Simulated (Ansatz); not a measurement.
## A computed series for FePt: pressure series

The reference is FePt (space group P4/mmm, No. 123; ferromagnetic).

```
FePt
1.0
    2.73006     0.00000     0.00000
    0.00000     2.73006     0.00000
    0.00000     0.00000     3.76390
Fe Pt
1 1
Direct
  0.50000   0.50000   0.50000
  0.00000   0.00000   0.00000
```

Cell and atoms are relaxed at each pressure.

Method: PBE (Ansatz, an electronic-structure program, PAW, no spin-orbit coupling).

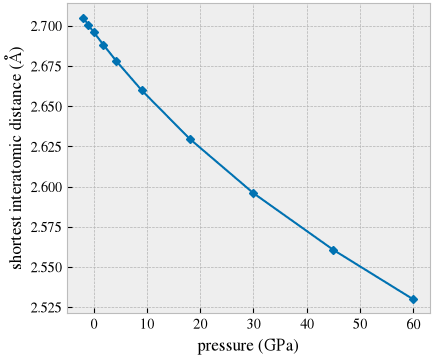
Shortest interatomic distance against pressure

| pressure (GPa) | shortest interatomic distance |
|---|---|
| -2 | 2.705 Å |
| -1 | 2.701 Å |
| 1.8 | 2.688 Å |
| 4.2 | 2.678 Å |
| 9 | 2.660 Å |
| 18 | 2.630 Å |
| 30 | 2.596 Å |
| 45 | 2.561 Å |
| 60 | 2.530 Å |

Other magnetic orders, which the real material may have, were not ruled out. Load acts through the strain it causes; cell and atoms are relaxed under it. Whether these cells are dynamically stable was not tested. Competing high-pressure phases were not computed.
